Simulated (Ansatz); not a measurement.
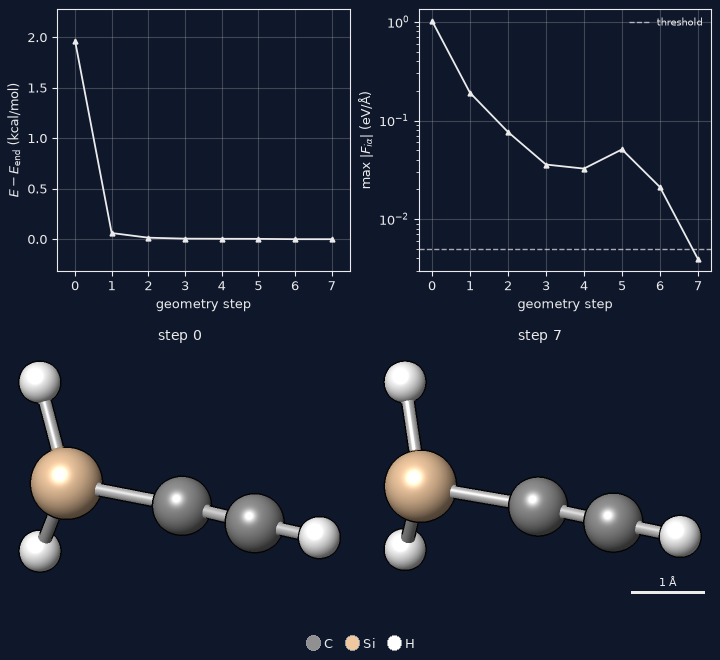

First and last geometry of a relaxation of C2H3Si (multiplicity 2), with the history of the run. A ball-and-stick model, seen at a tilt.

The calculation used UKS PBE0-D4/def2-TZVP in Ansatz 0.2.0. Settings: force threshold 0.005 eV/Å; at most 200 steps.

Question: Read the history and describe the run.

Answer: It converged. Over 7 geometry steps the energy falls by 1.97 kcal/mol. Largest force component: 1 eV/Å at the start, 0.0039 eV/Å at the end. The atom that moves furthest after the best rigid fit is the Si atom (0.14 Å). By element the largest moves are Si 0.14 Å, H 0.08 Å, C 0.06 Å. Among the contacts that change: H–Si 1.451 → 1.484 Å, C–H 1.051 → 1.066 Å, C–Si 1.814 → 1.803 Å. Bond angles that change, for instance: H–Si–H 118.1° → 112.4°, C–Si–H 115.8° → 111.4°.
